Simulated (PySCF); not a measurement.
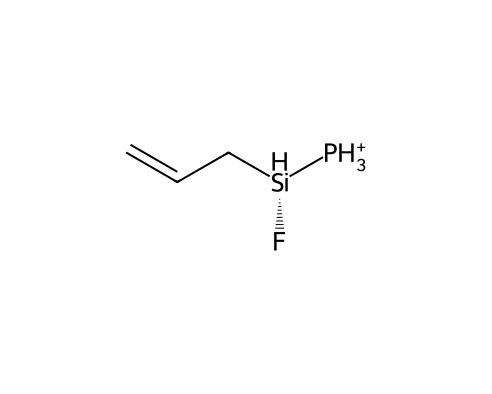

Charge +1, singlet. Computed geometry: GFN2-xTB optimisation. No frequency run is at hand to confirm it as a minimum. Properties computed with CAM-B3LYP/def2-SVPD, gas phase (PySCF 2.14.0). Excitations: vertical, linear response.

Computed properties:

The species is C3H9FPSi(+) (`C=CC[Si@@H](F)[PH3+]`).
- HOMO energy (Kohn–Sham orbital): −13.29 eV
- LUMO energy (Kohn–Sham orbital): −4.68 eV
- HOMO–LUMO gap: 8.61 eV
- mean static polarisability: 78.7 bohr³
- lowest vertical singlet excitation: 5.64 eV
- its oscillator strength: 0.013
- brightest of the 8 lowest singlets: 7.88 eV
- its oscillator strength: 0.11

The geometry is semi-empirical. Around P, Si such bond lengths and angles can be off by a tenth of an ångström or more and by several degrees, and values that hang on the shape move with them.
